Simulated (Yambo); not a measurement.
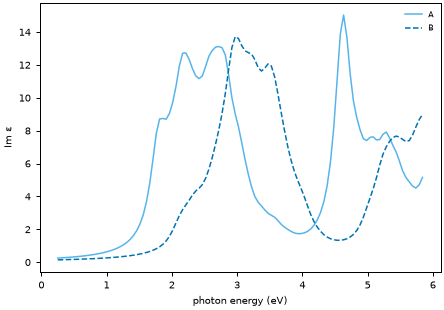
Figure. Two computed absorption spectra of NaCoO₂ (space group R-3m, No. 166) under isotropic strain of -3 % on all lattice vectors (Yambo, PBEsol bands with the same scissor, field along x)

Axes are Cartesian, with cell vectors (Å) (1.40, 0.81, 4.96), (-1.40, 0.81, 4.96), (0.00, -1.62, 4.96).

### Question
Which curve includes the electron-hole attraction (BSE), and where are its main peaks?

### Answer
Curve A: the attraction moves weight to lower energy (centre of the plotted range 3.5 eV against 3.7 eV). Its peaks lie at 2.2 eV, 2.7 eV, 4.6 eV. Settings: 8×8×8 mesh, 5 valence and 2 conduction bands, static screening with 32 bands and a 4 Ry block, scissor 1.14 eV, Tamm-Dancoff. The scissor comes from a G0W0 run whose convergence isn't established. Broadening 0.15 eV. The band window holds all transitions up to 5.9 eV. Fine structure above the onset can come from the mesh.

Geometry strained from the cell relaxed with PBEsol, atoms relaxed again; primitive cell a = b = c = 5.2193 Å, α = β = γ = 31.14°.

The structure is a Materials Project entry; no match was found in the copy of COD used, and its stability was not checked.

The runs are not spin-polarised; magnetic order was not tried.
